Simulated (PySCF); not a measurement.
# AlCl2 (SMILES [Cl][Al][Cl]) at UPBE/STO-3G

Aim: the energy change on altering one bond length of AlCl2 at UPBE/STO-3G, from 2 runs. 

The results are computed with PySCF 2.14.0.

7 further runs of the same task are left out: 7 set aside as unsound or not needed.

## 1. Starting point

The species is AlCl2 (3 atoms), meant as a doublet with charge 0. As SMILES, `[Cl][Al][Cl]`. The shape is that of a PBE0-D4/def2-TZVP optimisation.

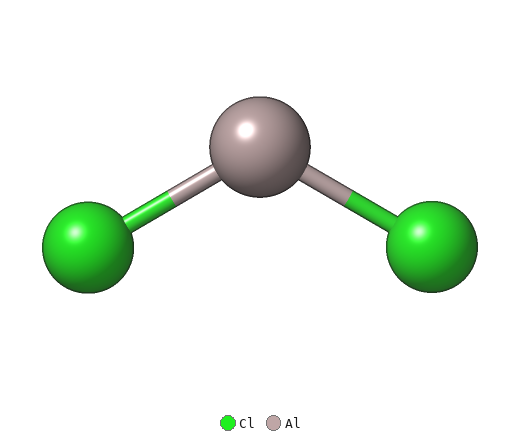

The structure, seen from a chosen angle (chlorine green, aluminium light grey).

## 2. A single-point energy at UPBE/STO-3G

Contents of input.py:

```python
from pyscf import gto, dft

mol = gto.M(
    atom='''
Cl     2.597995     1.640849     1.584913
Al    -0.816551     0.983980    -0.334859
Cl    -1.802043    -2.747284    -1.274998
''',
    verbose=3,
    basis='sto-3g',
    spin=1,
    max_memory=1860,
    unit='bohr',
)

mf = dft.UKS(mol, xc='pbe')
mf.grids.level = 5
mf.conv_tol = 1e-10
mf.kernel()
if not mf.converged:
    mf = mf.newton().run(mf.mo_coeff, mf.mo_occ)

e_tot = mf.e_tot
print(f'total energy: {e_tot:.8f} hartree')
```

The run is started by

```sh
$ OMP_NUM_THREADS=1 python input.py
```

The program printed:

```text
WARN: HOMO -0.162142382675512 >= LUMO -0.162142382675513

converged SCF energy = -1149.43070874227  <S^2> = 0.75175161  2S+1 = 2.0017508
total energy: -1149.43070874 hartree
```

It took 4.2 s on 1 thread of Arm Neoverse V2, shared host; peak memory 0.23 GiB.

## 3. The distorted shape, same level

Contents of run.py:

```python
from pyscf import gto, dft

mol = gto.M(
    atom=[
    ('Cl', (1.479095, 1.263183, 0.938196)),
    ('Al', (-0.327805, 0.915583, -0.077704)),
    ('Cl', (-0.953600, -1.453800, -0.674700)),
],
    charge=0,
    verbose=3,
    basis='sto-3g',
    max_memory=1860,
    spin=1,
)

calc0 = dft.UKS(mol)
calc0.xc = 'pbe'
calc0.grids.level = 5
calc0.conv_tol = 1e-10
calc0.kernel()
if not calc0.converged:
    calc0 = calc0.newton().run(calc0.mo_coeff, calc0.mo_occ)

energy = calc0.e_tot
print(f'total energy: {energy:.8f} hartree')
```

The run is started by

```sh
$ OMP_NUM_THREADS=1 python run.py
```

The program printed:

```text
WARN: HOMO -0.192067911657858 >= LUMO -0.192067911657854

converged SCF energy = -1149.40117499605  <S^2> = 0.7526015  2S+1 = 2.0025998
total energy: -1149.40117500 hartree
```

Run time: 4.5 s. Hardware: 1 thread of Arm Neoverse V2, shared host; peak memory 0.23 GiB.

## 4. What came out

At UPBE/STO-3G:

| quantity | value |
| --- | --- |
| first shape: total energy | -1149.43071 Eh |
| first shape: dipole moment | 3.32 D |
| first shape: HOMO energy (highest over α and β) | -2.68 eV |
| first shape: LUMO energy (lowest over α and β) | -1.12 eV |
| first shape: ⟨S²⟩ | 0.752 |
| distorted shape: total energy | -1149.40117 Eh |
| distorted shape: dipole moment | 4.16 D |
| distorted shape: HOMO energy (highest over α and β) | -3.32 eV |
| distorted shape: LUMO energy (lowest over α and β) | -2.14 eV |
| distorted shape: ⟨S²⟩ | 0.753 |
| energy change with the Al2–Cl3 bond stretched from 2.102 to 2.522 Å | 0.804 eV |

In words: With the Al2–Cl3 bond stretched from 2.102 to 2.522 Å the energy rises by 0.80 eV (77.5 kJ/mol). The first shape isn't relaxed at this level, so the change isn't measured from a minimum. The minimal basis adds a large error of its own. Mulliken charges (distorted shape) run from -0.41 on Cl3 to +0.79 on Al2; they depend strongly on the basis.
